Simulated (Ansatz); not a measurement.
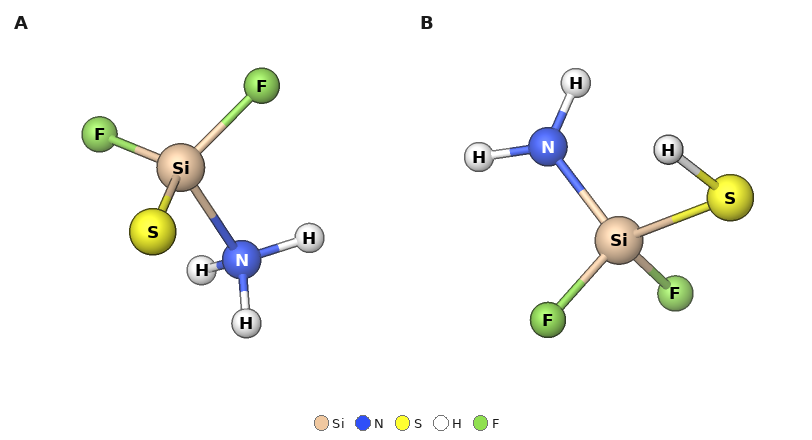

2 stationary structures of one formula. Geometries: PBE0-D4/def2-TZVP. Electronic energies: CCSD(T)/CBS (MP2 limit from def2-TZVPP and def2-QZVPP plus CCSD(T) − MP2) (Ansatz 0.2.0), without zero-point energy. Each is one conformer, not always the lowest.

> Which is lowest in energy, and by how much?

B is lowest (C1, a minimum); A lies 43.6 kJ/mol above it (Cs, a saddle point of order 1).

Give E(B) − E(A) in kJ/mol at these levels too: RHF/STO-3G; direct RPA on PBE orbitals (frozen core)/def2-TZVPP; SPW92 (LDA)/def2-TZVPP; ωB97M-V/def2-TZVPP; r2SCAN0-D4/def2-TZVPP; PBE-QIDH (frozen core)/def2-TZVPP; B3LYP-D4/6-31G; RHF-CCSD(T) (frozen core)/def2-SVP.

```
                                              level  E(B) − E(A) (kJ/mol)
                                         RHF/STO-3G                −204.4
direct RPA on PBE orbitals (frozen core)/def2-TZVPP                 −48.3
                             SPW92 (LDA)/def2-TZVPP                 −37.0
                                 ωB97M-V/def2-TZVPP                 −44.8
                              r2SCAN0-D4/def2-TZVPP                 −42.8
                  PBE-QIDH (frozen core)/def2-TZVPP                 −42.4
                                     B3LYP-D4/6-31G                  +9.1
                 RHF-CCSD(T) (frozen core)/def2-SVP                 −37.1
```
